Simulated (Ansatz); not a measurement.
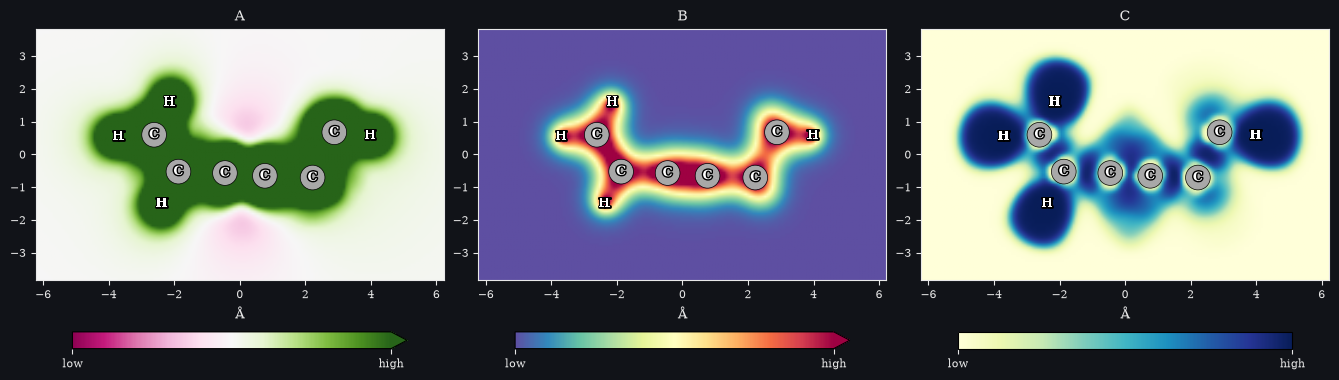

C6H8: 3 fields on the plane of atoms C2, C1 and H7, with unlabelled colour scales. Grey discs cover the atomic cores.

Geometry: r2SCAN-D4/def2-SVP.

Level of theory: isolated molecule in a Gaussian basis; Kohn-Sham density functional theory, functional PBE0 (Ansatz).

> The panels show electron density, electron localisation function and electrostatic potential in some order. Assign them.

Panel A: electrostatic potential (strongly positive close to the atoms, with negative regions outside electron-rich atoms). Panel B: electron density. Panel C: electron localisation function. From the grid: C–C (1.22 Å): ρ at the midpoint is about 2.6 e/Å³; the ELF peaks at about 0.85 between the atoms; a multiple bond. C–H (1.09 Å): ρ at the midpoint is about 2 e/Å³; the ELF climbs to about 1 towards the hydrogen, as it does in any bond to H; a covalent bond by its length.
